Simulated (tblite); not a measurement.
**C5H9ClOSi2: geometry relaxation**

C5H9ClOSi2, computed with GFN2-xTB geometry optimisation, gas phase (tblite 0.8.0).

It belongs to a series of runs on one base structure; here: constitutional isomer.

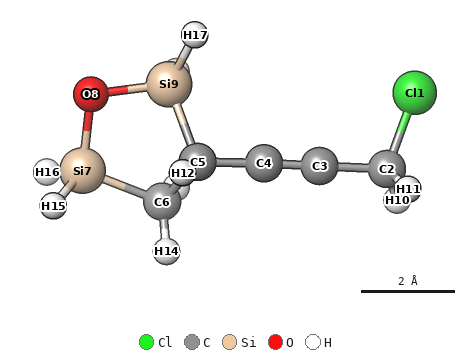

*The starting structure (ball-and-stick view, seen at a tilt; atoms are numbered from 1 in the order of the input).*

### Results in brief

```csv
quantity,value
outcome,converged
total energy,−745.7736 eV
hardware,"1 CPU thread, shared host"
wall time,3 s
peak memory,0.18 GiB
```

### The input
```
{"job": {"kind": "relax", "xc": "GFN2-xTB", "basis": "xTB"}, "charge": 0, "multiplicity": 1}
Cl     3.816500     2.331300    -0.904300
C      3.655200     0.598500    -0.598300
C      2.243600     0.320100    -0.282700
C      1.079500     0.096200    -0.035400
C     -0.300600    -0.209900     0.311400
C     -0.916300    -1.283900    -0.562100
Si    -2.727100    -1.033100    -0.174500
O     -2.912300     0.640600     0.241600
Si    -1.352400     1.244900    -0.168800
H      3.961600    -0.049200    -1.414100
H      4.282100     0.337100     0.310300
H     -0.470900    -0.455300     1.363900
H     -0.785800    -0.973100    -1.602700
H     -0.546600    -2.298700    -0.353900
H     -3.058000    -1.862700     0.991700
H     -3.573500    -1.322000    -1.317700
H     -1.005600     2.464200     0.556700
H     -1.398200     1.461300    -1.637500
```

The first line tells a small driver script what to run in tblite; the rest is the geometry in Å.

Run as:
```bash
OMP_NUM_THREADS=1 python <driver script> task.json out
```

### Output
```
step      E/eV     max force
  0    -744.84664    2.893
  1    -745.15075    1.815
  2    -745.21818    4.657
  3    -745.34417    1.919
  4    -745.39732    0.674
  5    -745.45071    0.417
  6    -745.48805    0.597
  7    -745.50333    0.459
  8    -745.52527    0.348
  9    -745.54604    0.405
 10    -745.57005    0.386
 11    -745.59220    0.352
 12    -745.61516    0.408
 13    -745.63599    0.344
 14    -745.65226    0.250
 15    -745.66253    0.207
 16    -745.66901    0.187
 17    -745.67566    0.205
 18    -745.68347    0.201
 19    -745.69060    0.179
 20    -745.69599    0.155
 21    -745.70039    0.154
 22    -745.70488    0.168
 23    -745.71022    0.175
 24    -745.71598    0.169
 25    -745.72067    0.138
 26    -745.72372    0.143
 27    -745.72603    0.136
 28    -745.72835    0.123
 29    -745.73098    0.137
 30    -745.73407    0.144
 31    -745.73711    0.134
 32    -745.73937    0.125
 33    -745.74097    0.094
 34    -745.74250    0.092
 35    -745.74437    0.123
 36    -745.74615    0.115
 37    -745.74720    0.063
 38    -745.74769    0.051
 39    -745.74807    0.053
 40    -745.74864    0.068
 41    -745.74928    0.066
 42    -745.74988    0.056
 43    -745.75057    0.064
 44    -745.75144    0.089
 45    -745.75256    0.103
 46    -745.75374    0.085
 47    -745.75479    0.074
 48    -745.75573    0.071
 49    -745.75665    0.067
 50    -745.75747    0.072
 51    -745.75818    0.060
 52    -745.75883    0.073
 53    -745.75958    0.065
 54    -745.76043    0.087
 55    -745.76134    0.076
 56    -745.76228    0.106
 57    -745.76336    0.127
 58    -745.76455    0.102
 59    -745.76561    0.075
 60    -745.76631    0.064
 61    -745.76678    0.053
 62    -745.76728    0.059
 63    -745.76797    0.059
 64    -745.76876    0.057
 65    -745.76940    0.060
 66    -745.76986    0.074
 67    -745.77027    0.053
 68    -745.77074    0.034
 69    -745.77102    0.026
 70    -745.77121    0.025
 71    -745.77131    0.019
 72    -745.77138    0.021
 73    -745.77146    0.020
 74    -745.77157    0.025
 75    -745.77172    0.032
 76    -745.77190    0.032
 77    -745.77206    0.025
 78    -745.77218    0.026
 79    -745.77228    0.027
 80    -745.77241    0.032
 81    -745.77259    0.043
 82    -745.77279    0.036
 83    -745.77293    0.021
 84    -745.77300    0.020
 85    -745.77305    0.018
 86    -745.77312    0.021
 87    -745.77320    0.022
 88    -745.77326    0.017
 89    -745.77330    0.018
 90    -745.77335    0.026
 91    -745.77342    0.027
 92    -745.77347    0.016
 93    -745.77350    0.010
 94    -745.77352    0.011
 95    -745.77354    0.013
 96    -745.77357    0.018
 97    -745.77359    0.016
 98    -745.77361    0.008
```

### Trajectory as extended XYZ (Å, eV, eV/Å), 6 of the 99 frames kept, from step=0 to step=98
```
18
Properties=species:S:1:pos:R:3:forces:R:3 step=0 energy=-744.84664
Cl    3.8165    2.3313   -0.9043    0.2930   0.2990  -0.3170
C     3.6552    0.5985   -0.5983   -0.8030  -0.9460   1.6130
C     2.2436    0.3201   -0.2827   -0.2950  -0.3330   0.1080
C     1.0795    0.0962   -0.0354    0.8430  -0.2830   0.4280
C    -0.3006   -0.2099    0.3114    1.2100   0.1860  -0.3530
C    -0.9163   -1.2839   -0.5621   -0.0930  -0.2720  -0.1180
Si   -2.7271   -1.0331   -0.1745   -1.8220   0.5150   0.7710
O    -2.9123    0.6406    0.2416    2.2140  -1.5470  -1.0370
Si   -1.3524    1.2449   -0.1688   -1.9360   1.5890   0.0860
H     3.9616   -0.0492   -1.4141    0.1790   0.3520  -0.3640
H     4.2821    0.3371    0.3103   -0.5350   0.3530  -0.8380
H    -0.4709   -0.4553    1.3639    0.5500   0.0370  -0.0020
H    -0.7858   -0.9731   -1.6027    0.4190  -0.6390  -0.0050
H    -0.5466   -2.2987   -0.3539    0.0960   0.4090  -0.3530
H    -3.0580   -1.8627    0.9917   -0.0790   0.3000   0.0020
H    -3.5735   -1.3220   -1.3177   -0.1040   0.1400  -0.0710
H    -1.0056    2.4642    0.5567   -0.2670  -0.1380   0.0210
H    -1.3982    1.4613   -1.6375    0.1310  -0.0220   0.4270
18
Properties=species:S:1:pos:R:3:forces:R:3 step=20 energy=-745.69599
Cl    3.8138    2.3094   -0.9283    0.0400   0.0740  -0.0770
C     3.6855    0.5416   -0.5740    0.0480   0.0080  -0.0120
C     2.3161    0.2085   -0.2970   -0.0020  -0.0660   0.0050
C     1.1427    0.0400   -0.0987   -0.0460  -0.0260  -0.0550
C    -0.2461   -0.1589    0.2034   -0.0890   0.0620  -0.0230
C    -0.9245   -1.3291   -0.5423   -0.0840  -0.0130   0.0360
Si   -2.7993   -1.1053   -0.1816    0.0190  -0.0330  -0.0600
O    -2.8011    0.5263    0.0351    0.0450  -0.0490  -0.1180
Si   -1.3981    1.3490   -0.1675    0.0160  -0.0060   0.0520
H     4.0659    0.0084   -1.4444   -0.0270   0.0190  -0.1110
H     4.3455    0.3637    0.2736   -0.0530  -0.0510   0.1320
H    -0.3139   -0.3713    1.2796   -0.0220   0.0720  -0.0220
H    -0.7370   -1.2394   -1.6166   -0.0120   0.0410   0.0590
H    -0.4946   -2.2856   -0.2402   -0.0510   0.0220   0.0680
H    -3.2489   -1.6985    1.0790    0.0680   0.0470  -0.0680
H    -3.6989   -1.3405   -1.3070    0.0930  -0.0570   0.0210
H    -1.4436    2.4158    0.8169    0.0530  -0.0310   0.0180
H    -1.2722    1.7721   -1.5664    0.0030  -0.0150   0.1540
18
Properties=species:S:1:pos:R:3:forces:R:3 step=39 energy=-745.74807
Cl    3.8511    2.2913   -0.9717    0.0240   0.0190  -0.0380
C     3.6662    0.5251   -0.6251   -0.0040  -0.0210   0.0120
C     2.2844    0.2125   -0.3867   -0.0340   0.0060   0.0380
C     1.1156    0.0699   -0.1463    0.0130  -0.0070   0.0280
C    -0.2609   -0.1300    0.2082   -0.0090  -0.0520   0.0030
C    -0.9143   -1.3453   -0.4809   -0.0050  -0.0030  -0.0100
Si   -2.7947   -1.1165   -0.2457    0.0020   0.0220   0.0050
O    -2.8172    0.5276   -0.1970    0.0160   0.0120  -0.0100
Si   -1.4163    1.3733   -0.1320   -0.0210   0.0080   0.0240
H     4.0673   -0.0106   -1.4856    0.0000   0.0120  -0.0240
H     4.2653    0.3254    0.2649    0.0400  -0.0090  -0.0210
H    -0.2875   -0.3085    1.2917   -0.0060   0.0190   0.0100
H    -0.6707   -1.3269   -1.5462    0.0120  -0.0010   0.0210
H    -0.5100   -2.2776   -0.0836   -0.0040   0.0280  -0.0010
H    -3.2660   -1.5822    1.0563   -0.0090  -0.0140  -0.0100
H    -3.6266   -1.5086   -1.3727    0.0150   0.0040  -0.0200
H    -1.4962    2.2825    1.0019   -0.0280  -0.0110   0.0040
H    -1.1983    2.0051   -1.4258    0.0010  -0.0130  -0.0100
18
Properties=species:S:1:pos:R:3:forces:R:3 step=59 energy=-745.76561
Cl    3.8766    2.2499   -1.0998   -0.0100   0.0140  -0.0070
C     3.6360    0.5052   -0.6867   -0.0250  -0.0550  -0.0060
C     2.2696    0.2522   -0.3144   -0.0190   0.0000  -0.0240
C     1.1048    0.1147   -0.0509    0.0480  -0.0140   0.0560
C    -0.2704   -0.1040    0.3064    0.0310  -0.0500  -0.0250
C    -0.8774   -1.3318   -0.4083    0.0190  -0.0170   0.0030
Si   -2.7725   -1.1199   -0.3324    0.0280   0.0030   0.0130
O    -2.8100    0.5224   -0.2993   -0.0010   0.0310   0.0050
Si   -1.4350    1.3818   -0.0762   -0.0320   0.0230  -0.0030
H     3.9053   -0.0653   -1.5770    0.0370   0.0150  -0.0170
H     4.3284    0.2846    0.1279   -0.0380   0.0080   0.0020
H    -0.3047   -0.2807    1.3899   -0.0220  -0.0010  -0.0360
H    -0.5516   -1.3334   -1.4525   -0.0020   0.0260   0.0410
H    -0.5019   -2.2569    0.0305    0.0030   0.0140   0.0180
H    -3.3457   -1.5808    0.9295   -0.0160  -0.0220  -0.0060
H    -3.5012   -1.5315   -1.5225    0.0150   0.0140  -0.0120
H    -1.6443    2.2377    1.0824   -0.0060   0.0100   0.0030
H    -1.1148    2.0620   -1.3230   -0.0090   0.0010  -0.0050
18
Properties=species:S:1:pos:R:3:forces:R:3 step=78 energy=-745.77218
Cl    3.8372    2.2263   -1.1582    0.0020   0.0070  -0.0110
C     3.6129    0.4802   -0.7346   -0.0050  -0.0020   0.0090
C     2.2545    0.2329   -0.3333   -0.0040   0.0040  -0.0010
C     1.1063    0.1255    0.0058    0.0050   0.0030  -0.0140
C    -0.2704   -0.0869    0.3593    0.0000   0.0020  -0.0040
C    -0.8535   -1.3237   -0.3579   -0.0090  -0.0020   0.0060
Si   -2.7499   -1.1185   -0.3723   -0.0010   0.0010  -0.0010
O    -2.8048    0.5220   -0.3016    0.0090   0.0020  -0.0030
Si   -1.4432    1.3914   -0.0447    0.0110  -0.0010   0.0000
H     3.8764   -0.0899   -1.6272   -0.0070   0.0080   0.0170
H     4.3145    0.2699    0.0742    0.0030  -0.0040  -0.0070
H    -0.3190   -0.2519    1.4428   -0.0020  -0.0240  -0.0080
H    -0.4827   -1.3358   -1.3861   -0.0030  -0.0020   0.0090
H    -0.4954   -2.2415    0.1086    0.0040  -0.0010   0.0150
H    -3.3995   -1.6159    0.8375   -0.0050  -0.0080  -0.0130
H    -3.3939   -1.4989   -1.6211   -0.0010  -0.0010   0.0000
H    -1.7034    2.2382    1.1095    0.0100   0.0160   0.0180
H    -1.0948    2.0830   -1.2771   -0.0080   0.0020  -0.0130
18
Properties=species:S:1:pos:R:3:forces:R:3 step=98 energy=-745.77361
Cl    3.8303    2.2268   -1.1907    0.0020   0.0060  -0.0030
C     3.6101    0.4860   -0.7431   -0.0030   0.0000  -0.0010
C     2.2537    0.2404   -0.3346    0.0000  -0.0070  -0.0020
C     1.1060    0.1246    0.0030    0.0020   0.0020   0.0020
C    -0.2683   -0.0887    0.3658    0.0000   0.0030   0.0020
C    -0.8555   -1.3317   -0.3375   -0.0020   0.0010   0.0020
Si   -2.7507   -1.1150   -0.3880   -0.0010   0.0050  -0.0030
O    -2.8029    0.5235   -0.2795    0.0000   0.0040  -0.0050
Si   -1.4392    1.3928   -0.0328    0.0050  -0.0060   0.0000
H     3.8703   -0.0939   -1.6300   -0.0030  -0.0010   0.0030
H     4.3169    0.2849    0.0635   -0.0050   0.0050   0.0010
H    -0.3099   -0.2510    1.4499    0.0040  -0.0030   0.0010
H    -0.4665   -1.3703   -1.3579   -0.0030  -0.0040   0.0010
H    -0.5160   -2.2427    0.1559    0.0030  -0.0040  -0.0020
H    -3.4394   -1.6398    0.7876    0.0020   0.0030  -0.0010
H    -3.3612   -1.4687   -1.6621    0.0000   0.0030   0.0020
H    -1.6804    2.2436    1.1240   -0.0020  -0.0020   0.0020
H    -1.1062    2.0855   -1.2698    0.0010  -0.0070   0.0010
```

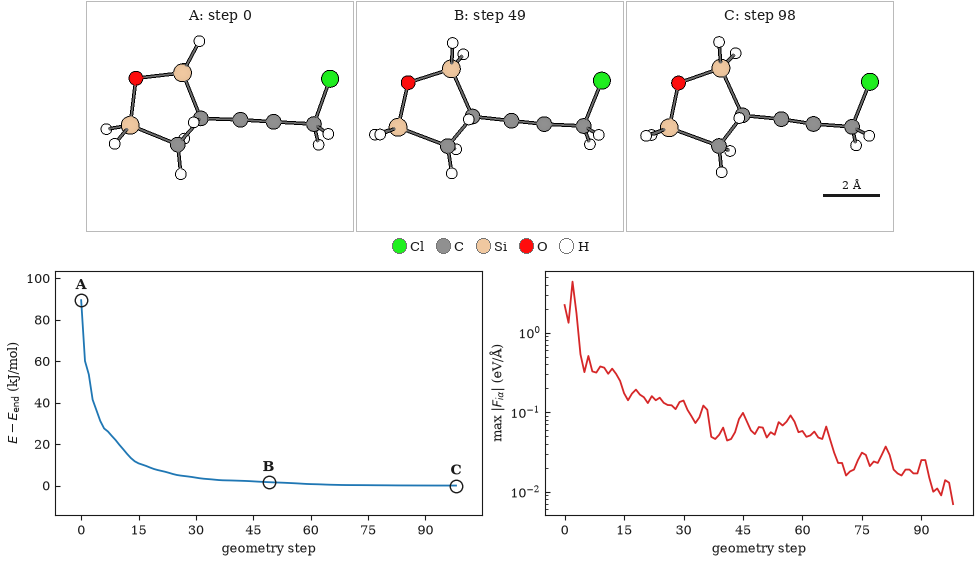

*Frames of the relaxation (ball-and-stick view, seen on its broad side) above the curves, on which the letters mark them (steps are counted from 0).*

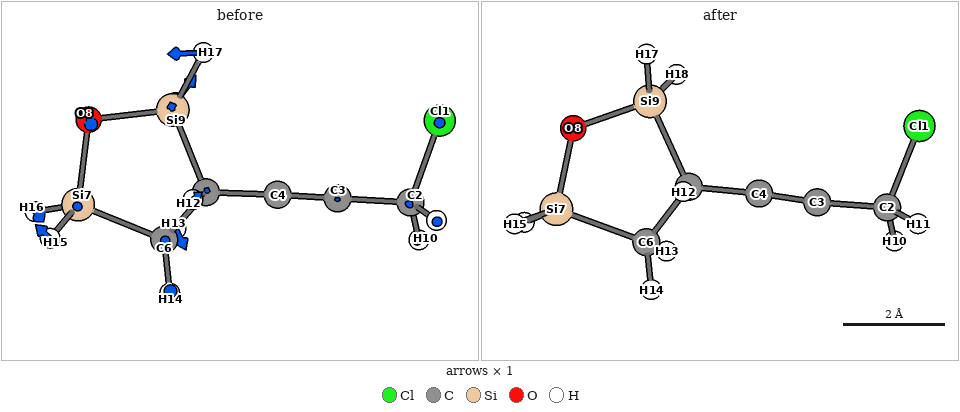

*Before (left) and after (right) the relaxation, at one scale (ball-and-stick view, seen on its broad side). The blue arrows give the displacements, at true length.*

The energy falls by 89.4 kJ/mol in 98 geometry steps. Largest force component: 2.2 eV/Å at the start, 0.007 eV/Å at the end. The atom that moves furthest after the best rigid fit is H17 (0.92 Å). By element the largest moves are H 0.92 Å, O 0.54 Å, Cl 0.29 Å, Si 0.23 Å, C 0.23 Å. Among the contacts that change: Si7–O8 1.735 → 1.643 Å, O8–Si9 1.722 → 1.636 Å, C5–Si9 1.858 → 1.930 Å, Cl1–C2 1.767 → 1.811 Å. Among the angles that change: Si7–O8–Si9 100.6° → 120.9°, Cl1–C2–H10 115.4° → 106.3°, C6–Si7–O8 106.4° → 98.2°. (Atoms are counted from 1 in the order of the input.)
